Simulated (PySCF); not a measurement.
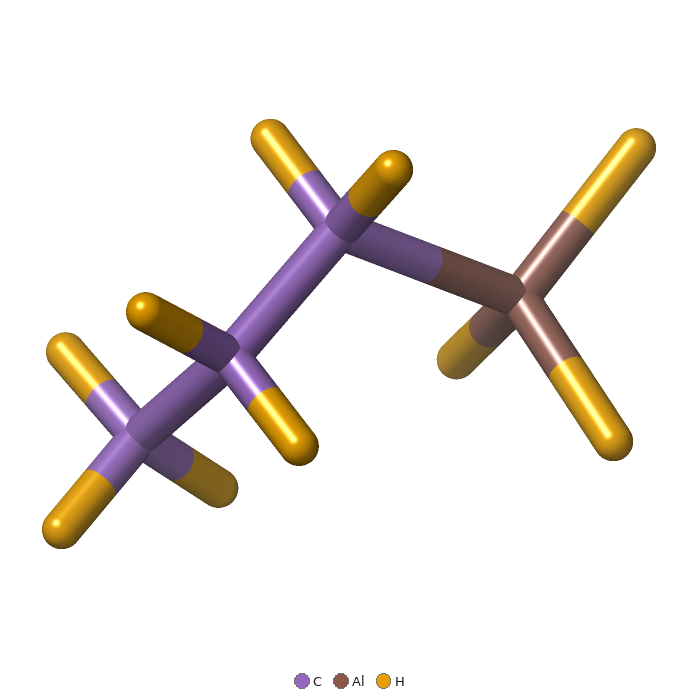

Charge −1, singlet.

Give the formula.

Answer. C₃H₁₀Al⁻, 14 atoms: 3 carbon, 10 hydrogen and 1 aluminium.

How many bonds of each kind are drawn?

Answer. 7 C–H, 3 Al–H, 2 C–C, 1 C–Al.

Give a SMILES string for it.

Answer. CC[CH2][AlH3-]

Give the symmetry (Schoenflies symbol).

Answer. C1.

More results for the same structure follow; atom numbers are the same in all pictures, views and colours differ. Computed geometry: PBE0-D3(BJ)/def2-SVP optimisation. No frequency run is at hand to confirm it as a minimum.

### Shape

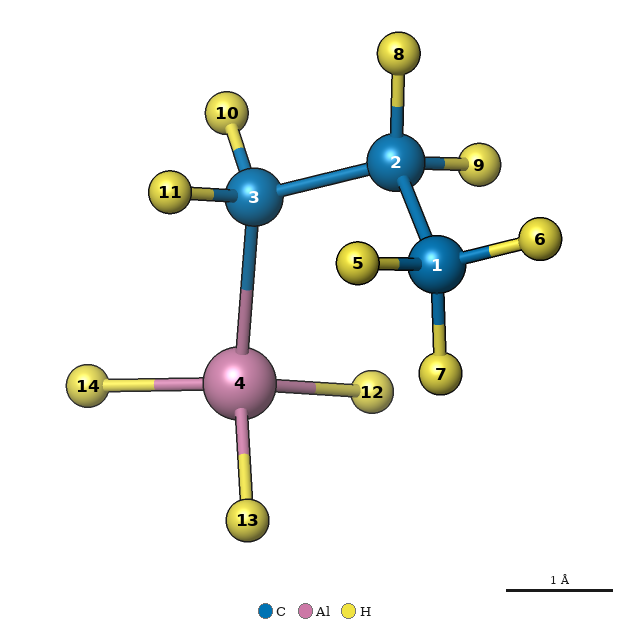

Atoms carry their numbers in the input. No frequency run is at hand to confirm it as a minimum.

Give the bond lengths.

```json
{"bond": "C1–C2", "length (Å)": "1.524"}
{"bond": "C1–H5", "length (Å)": "1.104"}
{"bond": "C1–H6", "length (Å)": "1.105"}
{"bond": "C1–H7", "length (Å)": "1.102"}
{"bond": "C2–C3", "length (Å)": "1.528"}
{"bond": "C2–H8", "length (Å)": "1.112"}
{"bond": "C2–H9", "length (Å)": "1.107"}
{"bond": "C3–Al4", "length (Å)": "2.042"}
{"bond": "C3–H10", "length (Å)": "1.108"}
{"bond": "C3–H11", "length (Å)": "1.110"}
{"bond": "Al4–H12", "length (Å)": "1.654"}
{"bond": "Al4–H13", "length (Å)": "1.653"}
{"bond": "Al4–H14", "length (Å)": "1.651"}
```

### Levels of theory compared

No frequency run is at hand to confirm it as a minimum. Program: PySCF 2.14.0.

Compare HOMO energy (eV) at these levels: PBE0/IGLO-III; PBE0/aug-cc-pVDZ; PBE0/cc-pVDZ; PBE0/cc-pVTZ; PBE0/pcSseg-0.

```tsv
level	HOMO energy (eV)
PBE0/IGLO-III	−2.10
PBE0/aug-cc-pVDZ	−2.13
PBE0/cc-pVDZ	−1.90
PBE0/cc-pVTZ	−2.05
PBE0/pcSseg-0	−2.15
```

### Charges

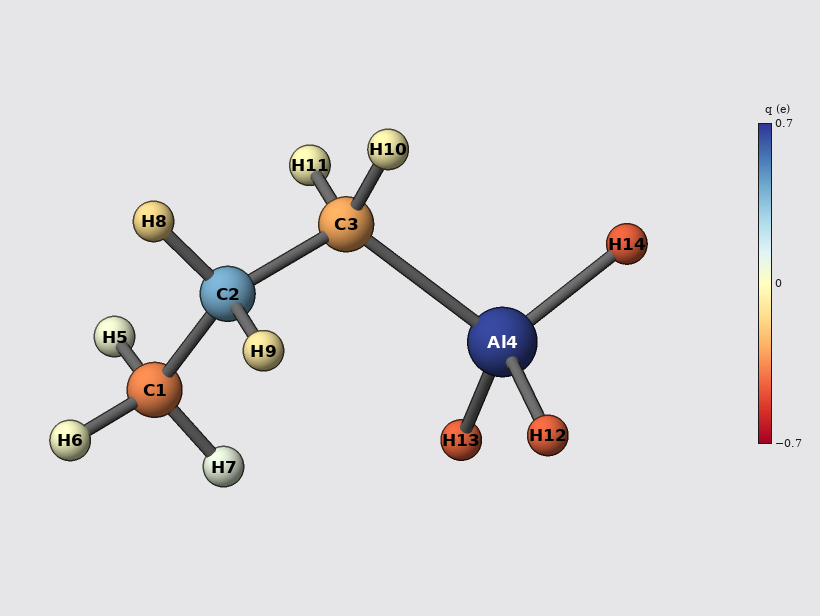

Atoms are coloured by their ESP-fitted charges. No frequency run is at hand to confirm it as a minimum. Properties computed with PBE0/aug-cc-pVDZ, gas phase (PySCF 2.14.0).

List the ESP-fitted charges.

| atom | value (e) |
| --- | --- |
| C1 | −0.35 |
| C2 | 0.40 |
| C3 | −0.28 |
| Al4 | 0.66 |
| H5 | 0.05 |
| H6 | 0.02 |
| H7 | 0.09 |
| H8 | −0.14 |
| H9 | −0.09 |
| H10 | −0.04 |
| H11 | −0.02 |
| H12 | −0.43 |
| H13 | −0.43 |
| H14 | −0.43 |

### NMR shielding

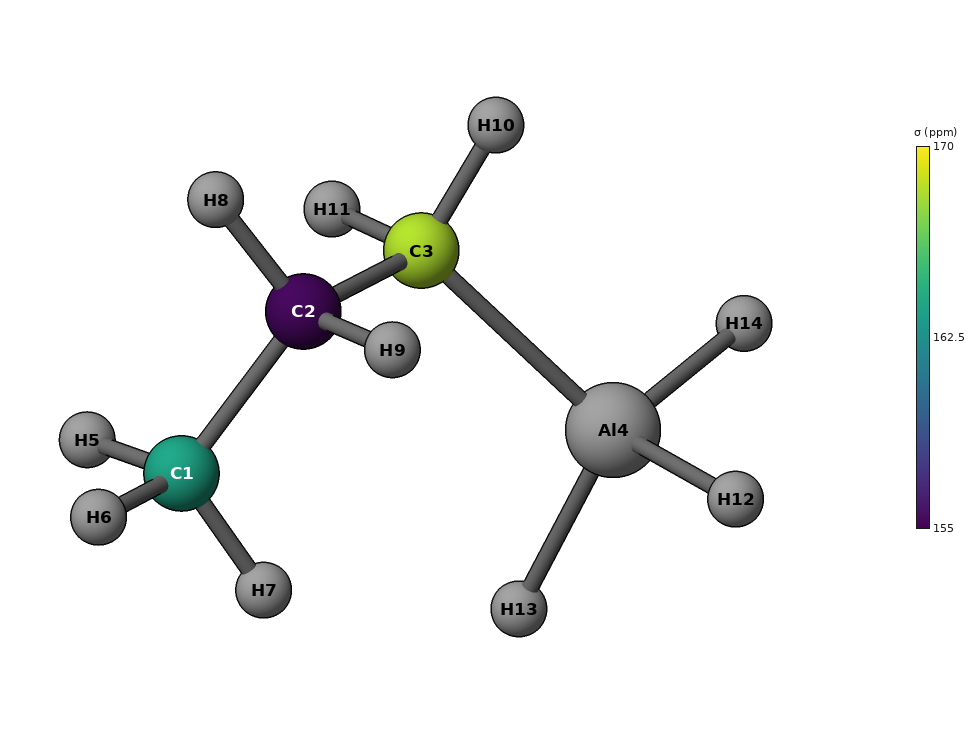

Atoms are coloured by their isotropic NMR shieldings (C only, the others grey). No frequency run is at hand to confirm it as a minimum. Method: GIAO PBE0/IGLO-III NMR shielding, non-relativistic, gas phase (PySCF 2.14.0).

List the isotropic NMR shieldings of the C atoms.

```json
{"atom": "C1", "σ (ppm)": "163.7"}
{"atom": "C2", "σ (ppm)": "155.4"}
{"atom": "C3", "σ (ppm)": "168.2"}
```
